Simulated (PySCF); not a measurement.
C₇H₄ClO (doublet)

```
atom    x (Å)    y (Å)    z (Å)
   O   3.0492  -0.3320   0.7986
   C   2.2591   0.1645   0.0401
   C   0.8035   0.0011   0.0924
   C   0.2360  -0.7981   1.1038
   C  -1.1111  -0.9289   1.1228
   C  -1.9609  -0.3388   0.2267
  Cl  -3.6675  -0.5445   0.3035
   C  -1.4043   0.4563  -0.7809
   C  -0.0354   0.6168  -0.8362
   H   2.5939   0.8133  -0.7943
   H   0.8913  -1.2718   1.8191
   H  -2.0542   0.9318  -1.4997
   H   0.3960   1.2309  -1.6135
```

Geometry: GFN2-xTB.

These are results of PySCF, UKS B3LYP, pcH-1 on C Cl H O, non-relativistic, mean-field spin-orbit, GIAO, not measurements.

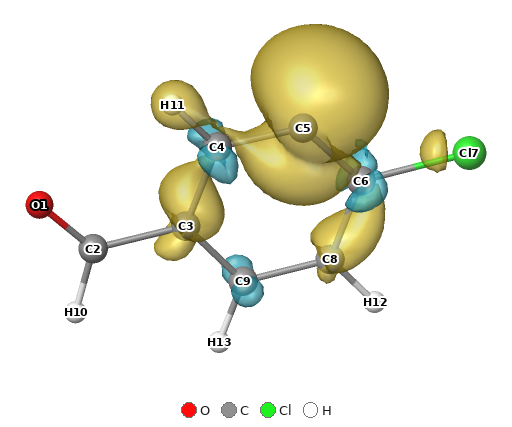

Figure 1. Isosurfaces of the spin density at +0.02 (yellow) and −0.02 e/Å³ (cyan), seen at a tilt.

Q: Describe the spin distribution.

A: The unpaired spin (1 electron) lies mostly on C5 (about 0.8), in electrons by Hirshfeld's partition.

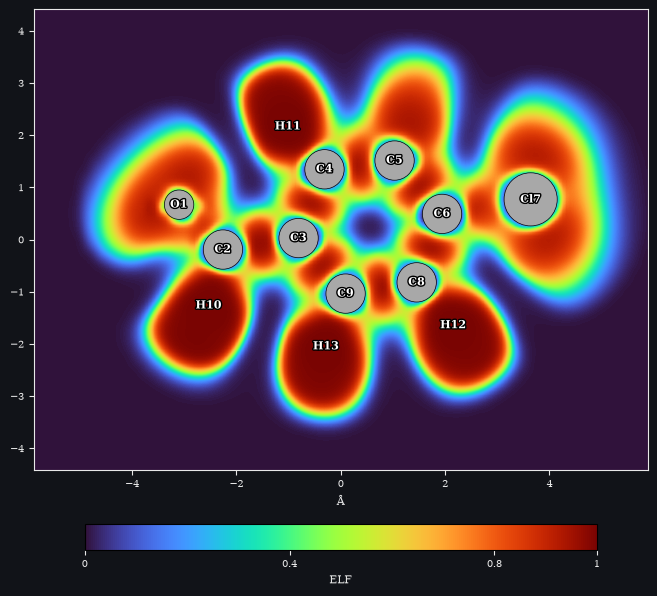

Figure 2. ELF on the molecular plane. Grey discs cover the atomic cores.

Q: Read the bonding off the picture.

A: The section cuts through O, C, Cl and H sites.
C–O (1.20 Å): the ELF peaks at about 0.85 between the atoms; a short, multiple covalent bond.
C–C (1.35 Å): the ELF peaks at about 0.95 between the atoms (a covalent bond).
C–Cl (1.72 Å): the ELF peaks at about 0.90 between the atoms: localised, covalent bonding.
C–H (1.08 Å): the ELF climbs to about 1 towards the hydrogen, as it does in any bond to H: an ordinary covalent bond to hydrogen.
C–C (1.39 Å): the ELF peaks at about 0.95 between the atoms: localised, covalent bonding.
The ELF also peaks beside Cl7, O1 and C5, away from the bonds: non-bonding electrons, paired or unpaired.

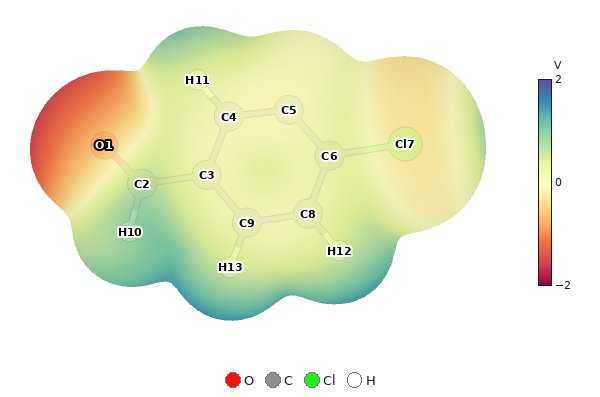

Figure 3. The electrostatic potential painted on the density surface at 0.002 e/bohr³, seen across its widest extent; red is negative and blue positive.

Q: Describe the electrostatic potential map.

A: The most negative region (about −1.5 V) lies over O1, the most positive (about +1.5 V) over H13. Cl7 shows a σ-hole: about +0.7 V at the tip opposite its bond, against about −0.2 V on its flanks. O1 is the likeliest acceptor of a hydrogen bond.
